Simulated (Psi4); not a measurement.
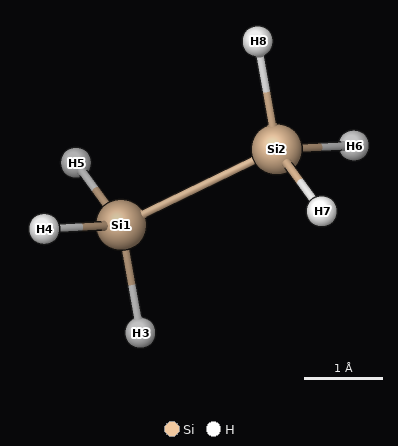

*The input geometry (ball-and-stick view, seen at an oblique angle; atoms are numbered from 1 in the order of the input).*

Bond lengths as drawn: H–Si 1.49 Å and Si–Si 2.34 Å.

# Si₂H₆: geometry relaxation (part 1 of 3)

Si₂H₆, computed with PBE0/def2-TZVP, RKS (Psi4 1.11).

The geometry comes from this level: PBE0-D4/def2-TZVP.

The input (input.in):
```
memory 1.6 GB

molecule {
  Si    -0.340500     0.490200    -1.004900
  Si     0.363500    -0.504400     0.991000
  H      0.833900     0.948200    -1.794900
  H     -1.112900    -0.483900    -1.821900
  H     -1.208000     1.664100    -0.717900
  H      1.139000     0.468600     1.806300
  H      1.228100    -1.680500     0.704000
  H     -0.811000    -0.959200     1.782600
  symmetry c1
}

set globals {
  reference rks
}

E, wfn = optimize('pbe0/def2-TZVP', return_wfn=True)
print_variables()
```

Run on 1 thread of Intel Xeon (Granite Rapids), 12 GiB of memory available, shared host.

Run as:
```bash
psi4 -n 1 input.in input.out
```

What the program printed:
```
Psi4 1.11 release

gradient() will perform analytic gradient computation.

   => Loading Basis Set <=

    Name: DEF2-TZVP
    Role: ORBITAL
    Keyword: BASIS

         ---------------------------------------------------------
                                   SCF
                              RKS Reference
                        1 Threads,   1525 MiB Core
         ---------------------------------------------------------

  ==> Geometry <==

    Molecular point group: c1
    Full point group: C1

    Geometry (in Angstrom), charge = 0, multiplicity = 1:

       Center              X                  Y                   Z               Mass
    ------------   -----------------  -----------------  -----------------  -----------------
         SI          -0.352001625503     0.497301625503    -0.997948374497    27.976926534650
         SI           0.351998374497    -0.497298374497     0.997951625503    27.976926534650
         H            0.822398374497     0.955301625503    -1.787948374497     1.007825032230
         H           -1.124401625503    -0.476798374497    -1.814948374497     1.007825032230
         H           -1.219501625503     1.671201625503    -0.710948374497     1.007825032230
         H            1.127498374497     0.475701625503     1.813251625503     1.007825032230
         H            1.216598374497    -1.673398374497     0.710951625503     1.007825032230
         H           -0.822501625503    -0.952098374497     1.789551625503     1.007825032230

  Running in c1 symmetry.

  Rotational constants: A =      1.43167  B =      0.16934  C =      0.16934 [cm^-1]
  Rotational constants: A =  42920.40303  B =   5076.82377  C =   5076.82214 [MHz]
  Nuclear repulsion =   90.773081159957201

  Charge       = 0
  Multiplicity = 1
  Electrons    = 34
  Nalpha       = 17
  Nbeta        = 17

  ==> Algorithm <==

  SCF Algorithm Type is DF.
  DIIS enabled.
  MOM disabled.
  Fractional occupation disabled.
  Guess Type is SAD.
  Energy threshold   = 1.00e-08
  Density threshold  = 1.00e-08
  Integral threshold = 1.00e-12

  ==> Primary Basis <==

  Basis Set: DEF2-TZVP
    Blend: DEF2-TZVP
    Number of shells: 50
    Number of basis functions: 110
    Number of Cartesian functions: 120
    Spherical Harmonics?: true
    Max angular momentum: 3

  ==> DFT Potential <==

   => LibXC <=

    Version 7.1.2

   => Composite Functional: PBE0 <=

    PBE0 Hyb-GGA Exchange-Correlation Functional

    Deriv               =              1
    GGA                 =           TRUE
    Meta                =          FALSE

    Exchange Hybrid     =           TRUE
    MP2 Hybrid          =          FALSE

   => Exchange Functionals <=

    0.7500   Perdew, Burke & Ernzerhof

   => Exact (HF) Exchange <=

    0.2500               HF

   => Correlation Functionals <=

    1.0000   Perdew, Burke & Ernzerhof

   => LibXC Density Thresholds  <==

    XC_HYB_GGA_XC_PBEH:  1.00E-15

   => Molecular Quadrature <=

    Radial Scheme          =       TREUTLER
    Pruning Scheme         =           NONE
    Nuclear Scheme         =       TREUTLER

    Blocking Scheme        =         OCTREE
    BS radius alpha        =              1
    Pruning alpha          =              1
    Radial Points          =             75
    Spherical Points       =            302
    Total Points           =         173639
    Total Blocks           =           1367
    Max Points             =            256
    Max Functions          =            109
    Weights Tolerance      =       1.00E-15

   => Loading Basis Set <=

    Name: (DEF2-TZVP AUX)
    Role: JKFIT
    Keyword: DF_BASIS_SCF

  ==> Integral Setup <==

  DFHelper Memory: AOs need 0.036 GiB; user supplied 0.674 GiB.
  SCF_SUBTYPE=INCORE selected. In-core MEM_DF algorithm will be used.
  Using in-core AOs.

  ==> MemDFJK: Density-Fitted J/K Matrices <==

    J tasked:                   Yes
    K tasked:                   Yes
    wK tasked:                   No
    Memory [MiB]:               690
    Algorithm:                 Core
    Schwarz Cutoff:           1E-12
    Mask sparsity (%):       1.3554
    Fitting Condition:        1E-10

   => Auxiliary Basis Set <=

  Basis Set: (DEF2-TZVP AUX)
    Blend: DEF2-UNIVERSAL-JKFIT
    Number of shells: 112
    Number of basis functions: 364
    Number of Cartesian functions: 430
    Spherical Harmonics?: true
    Max angular momentum: 4

  Cached 100.0% of DFT collocation blocks in 0.443 [GiB].

  Minimum eigenvalue in the overlap matrix is 2.1100782520E-03.
  Reciprocal condition number of the overlap matrix is 4.0508698784E-04.
    Using symmetric orthogonalization.

  ==> Pre-Iterations <==

  SCF Guess: Superposition of Atomic Densities via on-the-fly atomic UHF (no occupation information).

   -------------------------
    Irrep   Nso     Nmo
   -------------------------
     A        110     110
   -------------------------
    Total     110     110
   -------------------------

  ==> Iterations <==

                           Total Energy        Delta E     RMS |[F,P]|

   @DF-RKS iter SAD:  -581.84644564113410   -5.81846e+02   0.00000e+00
   @DF-RKS iter   1:  -582.27401172883287   -4.27566e-01   3.78567e-03 DIIS/ADIIS
   @DF-RKS iter   2:  -582.30894411499298   -3.49324e-02   2.52686e-03 DIIS/ADIIS
   @DF-RKS iter   3:  -582.33791253387437   -2.89684e-02   2.07155e-04 DIIS/ADIIS
   @DF-RKS iter   4:  -582.33828239333502   -3.69859e-04   5.37609e-05 DIIS
   @DF-RKS iter   5:  -582.33830817123771   -2.57779e-05   2.57993e-06 DIIS
   @DF-RKS iter   6:  -582.33830824576444   -7.45267e-08   4.49445e-07 DIIS
   @DF-RKS iter   7:  -582.33830824764516   -1.88072e-09   7.50356e-08 DIIS
   @DF-RKS iter   8:  -582.33830824769927   -5.41149e-11   6.70172e-09 DIIS
  Energy and wave function converged.

  ==> Post-Iterations <==

   Electrons on quadrature grid:
      Ntotal   =   34.0000077173 ; deviation = 7.717e-06

    Orbital Energies [Eh]
    ---------------------

    Doubly Occupied:

       1A    -66.240436     2A    -66.240430     3A     -5.324183
       4A     -5.324094     5A     -3.657804     6A     -3.657386
       7A     -3.657385     8A     -3.657330     9A     -3.657330
      10A     -3.657192    11A     -0.585384    12A     -0.520927
      13A     -0.376516    14A     -0.376509    15A     -0.351511
      16A     -0.351504    17A     -0.308247

    Virtual:

      18A      0.010956    19A      0.010960    20A      0.018861
      21A      0.035012    22A      0.053645    23A      0.053651
      24A      0.082058    25A      0.136094    26A      0.154633
      27A      0.154637    28A      0.192145    29A      0.192146
      30A      0.192825    31A      0.192830    32A      0.196854
      33A      0.289454    34A      0.315504    35A      0.315510
      36A      0.325323    37A      0.325327    38A      0.352006
      39A      0.362892    40A      0.362896    41A      0.400791
      42A      0.467070    43A      0.499823    44A      0.499831
      45A      0.517753    46A      0.602109    47A      0.667809
      48A      0.667815    49A      0.869833    50A      0.883124
      51A      0.883129    52A      0.903124    53A      0.916168
      54A      0.961504    55A      0.961505    56A      1.010468
      57A      1.010470    58A      1.023518    59A      1.023523
      60A      1.049804    61A      1.088253    62A      1.088258
      63A      1.113833    64A      1.124620    65A      1.124624
      66A      1.159138    67A      1.187216    68A      1.187219
      69A      1.242740    70A      1.323026    71A      1.366299
      72A      1.366304    73A      1.379930    74A      1.379938
      75A      1.569100    76A      1.572396    77A      1.572402
      78A      1.834285    79A      1.850517    80A      1.850524
      81A      1.909853    82A      1.909867    83A      1.919490
      84A      1.954735    85A      1.954765    86A      1.968993
      87A      1.980309    88A      2.019946    89A      2.019963
      90A      2.087741    91A      2.282472    92A      2.338684
      93A      2.351063    94A      2.351077    95A      2.392402
      96A      2.392411    97A      2.573032    98A      2.686872
      99A      2.810032   100A      2.810067   101A      2.891664
     102A      2.891688   103A      6.187373   104A      6.187396
     105A      6.216727   106A      6.216748   107A      6.274464
     108A      6.394069   109A     10.547569   110A     10.682229

    Final Occupation by Irrep:
              A
    DOCC [    17 ]
    NA   [    17 ]
    NB   [    17 ]

  @DF-RKS Final Energy:  -582.33830824769927

   => Energetics <=

    Nuclear Repulsion Energy =             90.7730811599572007
    One-Electron Energy =                -986.8952799742861544
    Two-Electron Energy =                 346.8705144985199240
    DFT Exchange-Correlation Energy =     -33.0866239318902302
    Empirical Dispersion Energy =           0.0000000000000000
    VV10 Nonlocal Energy =                  0.0000000000000000
    Total Energy =                       -582.3383082476992740

Computation Completed

Properties will be evaluated at   0.000000,   0.000000,   0.000000 [a0]

Properties computed using the SCF density matrix

 Multipole Moments:

 ------------------------------------------------------------------------------------
     Multipole            Electronic (a.u.)      Nuclear  (a.u.)        Total (a.u.)
 ------------------------------------------------------------------------------------

 L = 1.  Multiply by 2.5417464519 to convert [e a0] to [Debye]
 Dipole X            :         -0.0001242            0.0000845           -0.0000397
 Dipole Y            :          0.0001285           -0.0000845            0.0000439
 Dipole Z            :          0.0001317           -0.0000845            0.0000471
 Magnitude           :                                                    0.0000757

 ------------------------------------------------------------------------------------

	total time  =          5 seconds =       0.08 minutes

         ------------------------------------------------------------
                                   SCF GRAD
         ------------------------------------------------------------

  ==> Geometry <==

    Molecular point group: c1
    Full point group: C1

    Geometry (in Angstrom), charge = 0, multiplicity = 1:

       Center              X                  Y                   Z               Mass
    ------------   -----------------  -----------------  -----------------  -----------------
         SI          -0.352001625503     0.497301625503    -0.997948374497    27.976926534650
         SI           0.351998374497    -0.497298374497     0.997951625503    27.976926534650
         H            0.822398374497     0.955301625503    -1.787948374497     1.007825032230
         H           -1.124401625503    -0.476798374497    -1.814948374497     1.007825032230
         H           -1.219501625503     1.671201625503    -0.710948374497     1.007825032230
         H            1.127498374497     0.475701625503     1.813251625503     1.007825032230
         H            1.216598374497    -1.673398374497     0.710951625503     1.007825032230
         H           -0.822501625503    -0.952098374497     1.789551625503     1.007825032230

  Nuclear repulsion =   90.773081159957201

  ==> Basis Set <==

  Basis Set: DEF2-TZVP
    Blend: DEF2-TZVP
    Number of shells: 50
    Number of basis functions: 110
    Number of Cartesian functions: 120
    Spherical Harmonics?: true
    Max angular momentum: 3

  ==> DFJKGrad: Density-Fitted SCF Gradients <==

    Gradient:                    1
    J tasked:                  Yes
    K tasked:                  Yes
    wK tasked:                  No
    Integrals threads:           1
    Memory [MiB]:             1144
    Schwarz Cutoff:          1E-12
    Fitting Condition:       1E-10

   => Auxiliary Basis Set <=

  Basis Set: (DEF2-TZVP AUX)
    Blend: DEF2-UNIVERSAL-JKFIT
    Number of shells: 112
    Number of basis functions: 364
    Number of Cartesian functions: 430
    Spherical Harmonics?: true
    Max angular momentum: 4

  ==> DFT Potential <==

   => LibXC <=

    Version 7.1.2

   => Composite Functional: PBE0 <=

    PBE0 Hyb-GGA Exchange-Correlation Functional

    Deriv               =              1
    GGA                 =           TRUE
    Meta                =          FALSE

    Exchange Hybrid     =           TRUE
    MP2 Hybrid          =          FALSE

   => Exchange Functionals <=

    0.7500   Perdew, Burke & Ernzerhof

   => Exact (HF) Exchange <=

    0.2500               HF

   => Correlation Functionals <=

    1.0000   Perdew, Burke & Ernzerhof

   => LibXC Density Thresholds  <==

    XC_HYB_GGA_XC_PBEH:  1.00E-15

   => Molecular Quadrature <=

    Radial Scheme          =       TREUTLER
    Pruning Scheme         =           NONE
    Nuclear Scheme         =       TREUTLER

    Blocking Scheme        =         OCTREE
    BS radius alpha        =              1
    Pruning alpha          =              1
    Radial Points          =             75
    Spherical Points       =            302
    Total Points           =         173639
    Total Blocks           =           1367
    Max Points             =            256
    Max Functions          =            109
    Weights Tolerance      =       1.00E-15

  -Total Gradient:
     Atom            X                  Y                   Z
    ------   -----------------  -----------------  -----------------
       1        0.000035565265    -0.000072835616     0.000147293585
       2       -0.000054769233     0.000093437176    -0.000124818073
       3        0.000011573413    -0.000021847737     0.000049933375
       4        0.000028119805    -0.000010118720     0.000054077827
       5        0.000025314389    -0.000039279906     0.000042889979
       6       -0.000028358004    -0.000000449775    -0.000066081896
       7       -0.000019591490     0.000022820548    -0.000043805286
       8        0.000001990627     0.000028171654    -0.000059499379

	total time  =          1 seconds =       0.02 minutes

    			-----------------------------------------

    			 OPTKING 3.0: for geometry optimizations

    			        with contributions from

    			-----------------------------------------

	                            ===> Fragment 1 <==
```
